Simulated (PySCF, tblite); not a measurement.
# C₃HF₂N₂O₂ radical: geometry, infrared bands and EPR parameters

Wanted: the infrared bands and EPR parameters of C₃HF₂N₂O₂ radical (`F[C](F)Oc1ncno1`), by calculation.

Programs: tblite 0.8.0 and PySCF 2.14.0, with density-fitted response routines of our own. Each step states its level of theory. These are calculated values for one molecule in the gas phase, unless marked as measured. Atoms count from 0, in the outputs and in this text.

## (1) The molecule as given

10 atoms, charge 0, multiplicity 2; geometry from: force field or distance geometry start.

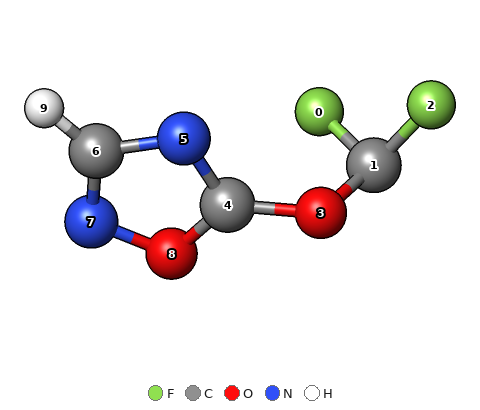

The starting geometry (fluorine green, carbon grey, oxygen red, nitrogen blue, hydrogen white), atoms numbered.

## (2) Relaxing the molecule with GFN2-xTB

Job settings and geometry (Å):

```
{"job": {"kind": "relax", "xc": "GFN2-xTB", "basis": "xTB"}, "charge": 0, "multiplicity": 2}
F      1.694400     1.105400    -0.790700
C      2.267400    -0.090200    -0.385600
F      3.123600     0.274000     0.655700
O      1.256100    -0.988600     0.073500
C     -0.079900    -0.592300    -0.065800
N     -0.699000     0.113100     0.916900
C     -1.948700     0.331100     0.426500
N     -2.027300    -0.229200    -0.783200
O     -0.884600    -0.786100    -1.068000
H     -2.693000     0.867300     0.998200
```

On the command line:

```bash
> OMP_NUM_THREADS=1 python probes_run.py task.json out
```

This one command runs all jobs of the session in turn.

**Question.** This job is followed by: GFN2-xTB harmonic vibrations, gas phase; UKS B3LYP, pcH-1 on C F H N O, non-relativistic, mean-field spin-orbit, GIAO. Predict these results of the whole session: strongest single infrared mode (GFN2-xTB); zero-point energy (GFN2-xTB); g(iso) (B3LYP); ⟨S²⟩; largest a(iso) (averaged by class); potential on the surface of density 0.002 e/bohr³, 1st and 99th percentile.

As calculated:

| quantity | value |
| --- | --- |
| strongest single infrared mode (GFN2-xTB) | 1204 cm⁻¹, 271 km/mol |
| zero-point energy (GFN2-xTB) | 30.7 kcal/mol |
| g(iso) (B3LYP) | 2.00330 |
| ⟨S²⟩ | 0.752 (exact 0.75) |
| largest a(iso) (averaged by class) | 13C on C1, 626.2 MHz |
| potential on the surface of density 0.002 e/bohr³, 1st and 99th percentile | -1.31 V and 1.65 V |

**Reading.** Over 93 steps the energy fell by 0.963 eV; of the close pairs, C1–O3 changed most, 1.429 to 1.345 Å. All 24 modes are real, so the xTB geometry is a minimum. The strongest single mode, at 1204 cm⁻¹, moves mainly C1. Unscaled tight-binding wavenumbers are off by several per cent, some by more. Its intensities can rank the bands wrongly. C1 carries the largest spin population, 0.81 e. The isotropic g lies 1.0 ppt above the free-electron value. These values are for one conformer; the search (at its own cheap level) found 2 more, at 0.00, 5.73 kcal/mol (those within 0.05 may be mirror or relabelled copies), and measured spectra average over such forms.
